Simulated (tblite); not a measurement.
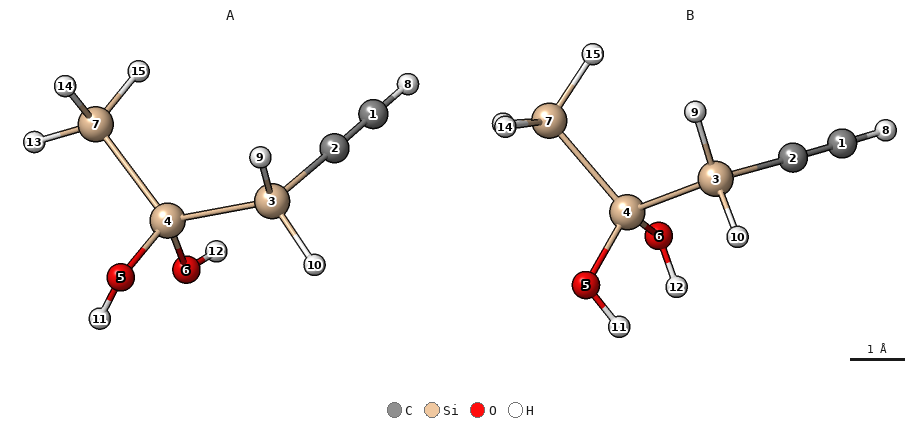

Two geometries of C$_{2}$H$_{8}$O$_{2}$Si$_{3}$, drawn at one scale. One is the start of a relaxation, the other its converged end. A ball-and-stick model, seen face on.

Method: GFN2-xTB geometry optimisation, gas phase in tblite. 

**Which one is relaxed?**

Structure A is the relaxed one. The energy falls by 76.5 kJ/mol in 258 geometry steps. The largest move after the best rigid fit is that of H9, 1.17 Å. By element the largest moves are H 1.17 Å, O 0.81 Å, C 0.58 Å, Si 0.53 Å. Some distances before and after: Si3–Si4 2.227 → 2.321 Å, Si4–O5 1.715 → 1.636 Å, Si4–O6 1.703 → 1.653 Å, O5–H11 0.998 → 0.953 Å. Bond angles that change, for instance: Si3–Si4–Si7 106.5° → 120.4°, Si4–O5–H11 106.2° → 119.5°, Si4–O6–H12 108.3° → 121.1°. Groups turn about Si4–O6 by about 140°, Si4–O5 by about 65°, Si3–Si4 by about 40°. Cost: 3.6 s on 1 thread of Arm Neoverse N1, on a shared host.
